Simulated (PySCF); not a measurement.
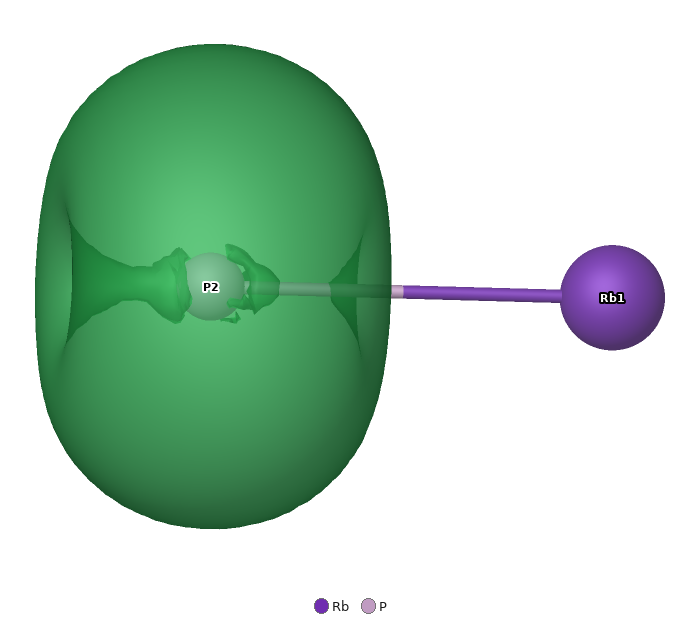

Figure 1: RbP (triplet). Isosurface of the spin density at +0.02 e/Å³ (green), seen from one side.

Level of theory: PBE0/jorge-DZP-DKH, spin-free X2C-1e, Gaussian nucleus, at a bond length of 3.174 Å (PySCF).

Describe the spin distribution.

Answer. The unpaired spin (2 electrons) lies mostly on P2 (about 2.0), in electrons by Hirshfeld's partition.
